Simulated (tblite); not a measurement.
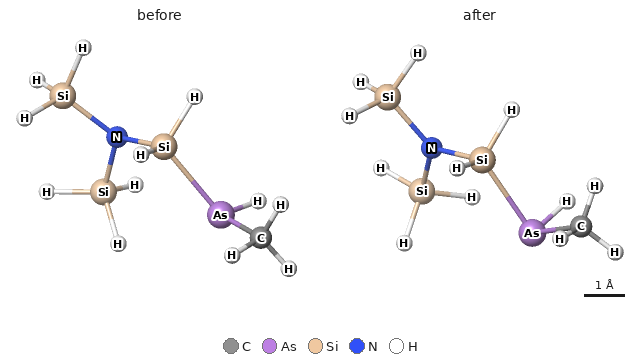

The structure of CH₁₂AsNSi₃ before (left) and after (right) a relaxation, at one scale.

The picture is a ball-and-stick view, seen from a free direction.

These are results of GFN2-xTB geometry optimisation, gas phase (tblite 0.8.0), not measurements. 

Describe what moved and what it gained.

Answer. After 144 geometry steps the energy has fallen by 0.970 eV. An H atom moves most after the best rigid fit: 0.93 Å. Largest moves by element: H 0.93 Å, As 0.50 Å, Si 0.34 Å, N 0.34 Å, C 0.30 Å. Near-neighbour distances that change, for instance: As–Si 3.495 → 3.533 Å, As–H 1.538 → 1.508 Å, C–H 1.116 → 1.090 Å, H–Si 1.484 → 1.461 Å. Among the angles between lasting bonds that change: Si–As–H 113.1° → 93.3°, C–As–H 111.5° → 94.3°, C–As–Si 110.0° → 94.3°. Cost: 2.1 s on 1 thread of Intel(R) Xeon(R) Processor @ 2.70GHz, on a shared host.
